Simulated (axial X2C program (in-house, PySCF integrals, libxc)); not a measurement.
**NCuN²⁺: bond lengths and stretches, held linear**

Aim: the two bond lengths and stretching wavenumbers of linear NCuN²⁺, with and without spin–orbit coupling, at PBE0, HF, TPSSh, MP2.

Method: all-electron X2C, two-component (2c) or spin-free, N dyall-av3z, Cu dyall-v3z; program: an in-house X2C program for linear molecules on PySCF integrals.

All values are calculated.

2 further runs of the same task are left out: 1 that didn't finish, 1 set aside as unsound or not needed.

**1. Set-up**

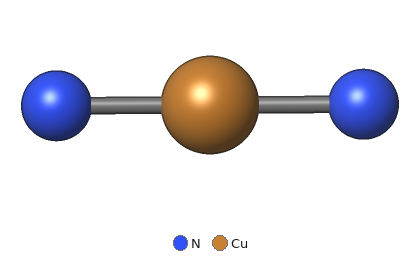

The atoms on one line, bonds 1.750 and 1.750 Å (nitrogen blue, copper orange).

The input, task.json:

```json
{
 "zs": [
  7,
  29,
  7
 ],
 "q": 2,
 "bas": [
  "dyall-av3z",
  "dyall-v3z",
  "dyall-av3z"
 ],
 "r0": [
  1.75,
  1.75
 ],
 "symm": 1,
 "scan": [
  "PBE0",
  "HF",
  "TPSSh"
 ],
 "levels": [
  "PBE0",
  "HF",
  "LDA"
 ],
 "nst": 2
}
```

Keys: zs atomic numbers; q charge; bas basis sets; r0 starting distance in Å; symm equal bonds; scan levels of the two-bond scan (MP2 follows by itself at each HF point); levels methods; nst determinants followed.

Run with:

```
$ python solin.py task.json out
```

Masses N 14.003, Cu 62.930, N 14.003 u.

**2. Scan at PBE0, 2c**

State: Ω = 5/2 (beyond evenly filled blocks: ω = -1/2, 2 × ω = 3/2). Energies above the lowest point, from the job's result record:

```
r(N–Cu) (Å)  r(Cu–N) (Å)  E (meV)
     1.9549       1.9549    15.94
     1.9549       2.0050     7.65
     1.9549       2.0551    14.69
     2.0050       1.9549     7.65
     2.0050       2.0050     0.00
     2.0050       2.0551     7.49
     2.0050       2.1052    26.45
     2.0551       1.9549    14.69
     2.0551       2.0050     7.49
     2.0551       2.0551    15.26
     2.1052       2.0050    26.45
     2.1052       2.1052    53.52
```

A quadratic surface with cubic terms in each bond gives the minimum at 2.004 and 2.004 Å, force constants 0.967, 0.967 and coupling 0.02 mdyn/Å.

**3. Scan at HF, 2c**

State: Ω = 5/2 (beyond evenly filled blocks: ω = -1/2, 2 × ω = 3/2). Energies above the lowest point, from the job's result record:

| r(N–Cu) (Å) | r(Cu–N) (Å) | E (meV) |
| --- | --- | --- |
| 1.9549 | 1.9549 | 120.04 |
| 1.9549 | 2.0050 | 77.95 |
| 1.9549 | 2.0551 | 59.38 |
| 2.0050 | 1.9549 | 77.95 |
| 2.0050 | 2.0050 | 36.22 |
| 2.0050 | 2.0551 | 17.96 |
| 2.0050 | 2.1052 | 18.06 |
| 2.0551 | 1.9549 | 59.38 |
| 2.0551 | 2.0050 | 17.96 |
| 2.0551 | 2.0551 | 0.00 |
| 2.1052 | 2.0050 | 18.06 |
| 2.1052 | 2.1052 | 0.97 |

A quadratic surface with cubic terms in each bond gives the minimum at 2.078 and 2.078 Å, force constants 1.02, 1.02 and coupling 0.02 mdyn/Å.

**4. Scan at TPSSh, 2c**

State: Ω = 5/2 (beyond evenly filled blocks: ω = -1/2, 2 × ω = 3/2). Energies above the lowest point, from the job's result record:

```
r(N–Cu) (Å)  r(Cu–N) (Å)  E (meV)
     1.9549       1.9549    17.53
     1.9549       2.0050     8.32
     1.9549       2.0551    12.69
     2.0050       1.9549     8.32
     2.0050       2.0050     0.00
     2.0050       2.0551     5.05
     2.0050       2.1052    19.92
     2.0551       1.9549    12.69
     2.0551       2.0050     5.05
     2.0551       2.0551    10.58
     2.1052       2.0050    19.92
     2.1052       2.1052    41.18
```

A quadratic surface with cubic terms in each bond gives the minimum at 2.009 and 2.009 Å, force constants 0.828, 0.828 and coupling 0.03 mdyn/Å.

**5. The levels side by side**

| level | r(N–Cu) (Å) | r(Cu–N) (Å) | lower stretch (cm⁻¹) | upper stretch (cm⁻¹) |
| --- | --- | --- | --- | --- |
| PBE0, 2c | 2.004 | 2.004 | 345.7 | 407.5 |
| HF, 2c | 2.078 | 2.078 | 355.2 | 419.2 |
| TPSSh, 2c | 2.009 | 2.009 | 322.8 | 373.4 |
| MP2, 2c | 1.997 | 1.997 | 388.2 | 457.7 |
| PBE0, spin-free | 2.003 | 2.003 | 346.1 | 408.0 |
| HF, spin-free | 2.074 | 2.074 | 360.2 | 422.1 |
| TPSSh, spin-free | 2.008 | 2.008 | 323.2 | 373.9 |
| MP2, spin-free | 1.994 | 1.994 | 390.8 | 458.1 |

Scans not shown above were run alike.

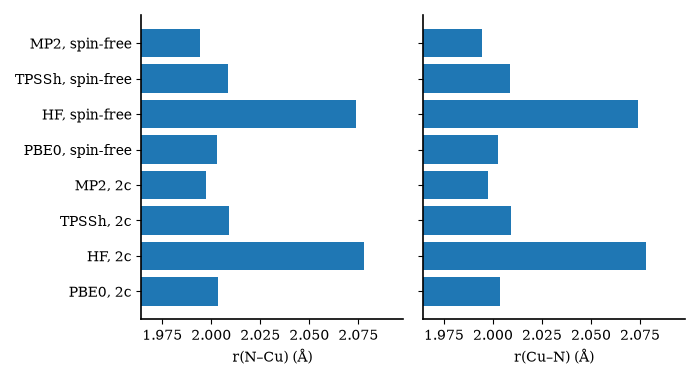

The two bond lengths by level.

**Reading.** Over the levels the N–Cu bond spans 1.994 to 2.078 Å and the Cu–N bond 1.994 to 2.078 Å. At PBE0 spin–orbit coupling leaves both bonds unchanged to 0.001 Å. Each state is one determinant, the lowest of a limited PBE0 search; the stretches come from a fit to few points and are good to some per cent at best. The lower stretch spreads by more than a fifth over the levels, so it depends strongly on the method. The upper stretch spreads by more than a fifth over the levels, so it depends strongly on the method. The stretches are sorted by size, and where the two bonds are alike the symmetric and antisymmetric modes can swap order between levels. MP2 freezes inner shells (threshold -2 hartree). A multiply charged ion may be only metastable. The molecule was held linear; bending was not examined, so a bent shape may lie lower. Note: several unpaired electrons, one determinant need not be a pure state.
